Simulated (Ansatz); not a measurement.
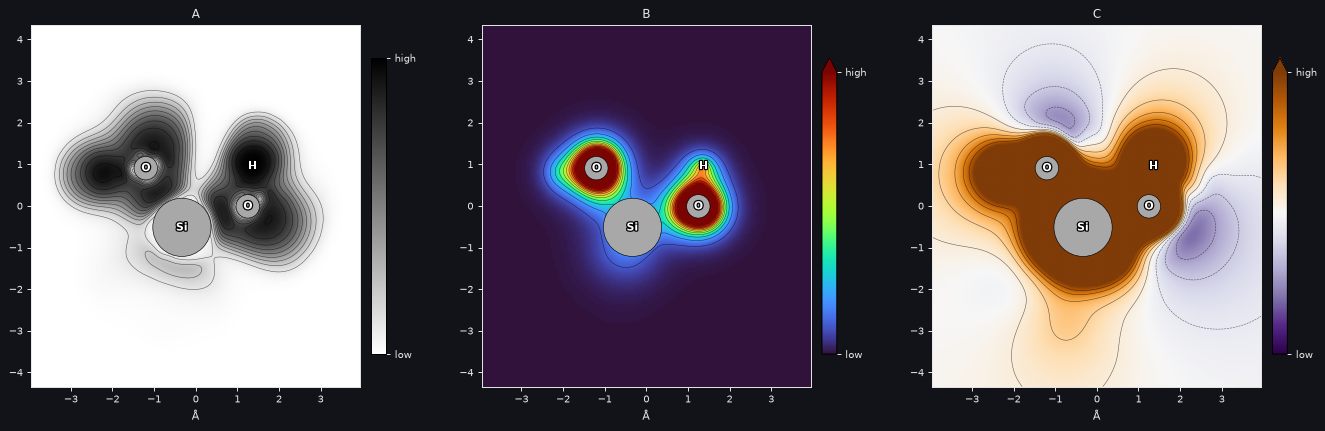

H5NO2Si (SMILES N[SiH](O)O): 3 fields on the plane of atoms O2, Si4 and O3, with unlabelled colour scales. Grey discs cover the atomic cores.

Geometry: B3LYP/6-31G*.

All numbers below come from Ansatz, isolated molecule in a Gaussian basis; Kohn-Sham density functional theory, functional PBE0.

```tsv
atom	x (Å)	y (Å)	z (Å)
N	-0.2433	1.0409	2.3091
O	-2.8398	1.1415	1.1487
O	-0.8894	2.4490	-0.0048
Si	-1.2032	1.0738	0.8803
H	-0.4429	1.6699	3.0789
H	0.0752	0.1425	2.6524
H	-0.8533	-0.1759	0.1634
H	-3.2913	1.8553	0.6761
H	0.0363	2.7289	0.0173
```

Q: Match the panels to the quantities (electron density, electron localisation function and electrostatic potential).

A: Panel A: electron localisation function. Panel B: electron density. Panel C: electrostatic potential (strongly positive close to the atoms, with negative regions outside electron-rich atoms). From the grid: Si–O (1.66 Å): ρ at the midpoint is about 1.2 e/Å³; the ELF peaks at about 0.90 between the atoms, as expected for a shared but strongly polarised pair. O–H (0.97 Å): ρ is about 3.7 e/Å³ halfway; the ELF climbs to about 1 towards the hydrogen, as it does in any bond to H: a covalent bond by its length.
